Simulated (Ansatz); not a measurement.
Input

```
crystal:
  periodic: [false, false, false]
  atoms:
    - {symbol: Li, position_ang: [-0.114450, -0.142432, -1.513612]}
    - {symbol: Br, position_ang: [-0.657240, -0.818463, 0.895231]}
    - {symbol: Br, position_ang: [0.771689, 0.960896, 0.618380]}
basis:
  gaussian: {orbitals: "def2-TZVPPD.json"}
total_charge: 1
hamiltonian: {xc: pbe0, dispersion: d4}
output: {orbitals: {seedname: orbitals}}
```

Command:

```sh
ansatz run in.yaml --threads 2 --pin off --events-out ev --progress --plain --max-ram 5222MiB
```

Geometry: PBE0-D4/def2-TZVP.

Level of theory: RKS PBE0-D4/def2-TZVPPD in Ansatz 0.2.0.

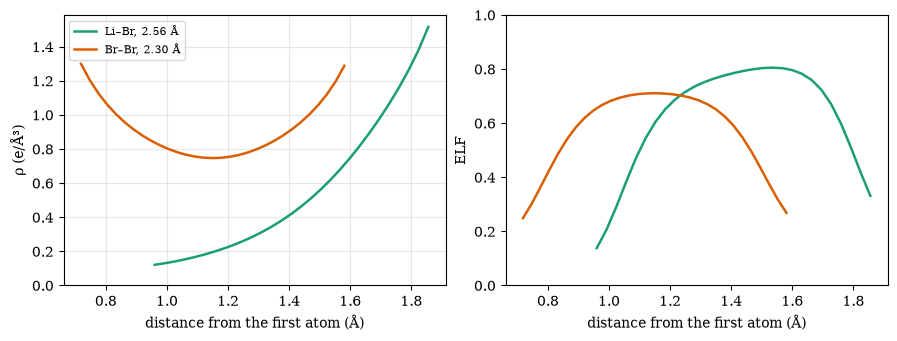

Br₂Li (charge +1). Total electron density and ELF along straight lines between neighbouring atoms. The curves leave out the atomic cores.

Question: What can be read from the curves?

Answer: Li–Br (2.56 Å): the density is about 0.29 e/Å³ at the midpoint; the ELF peaks at about 0.80 in the valence shell of Br, 1.0 Å from its nucleus, and falls to about 0 next to Li (an ionic contact with no shared pair).
Br–Br (2.30 Å): ρ at the midpoint is about 0.75 e/Å³; the ELF peaks at about 0.70 between the atoms.
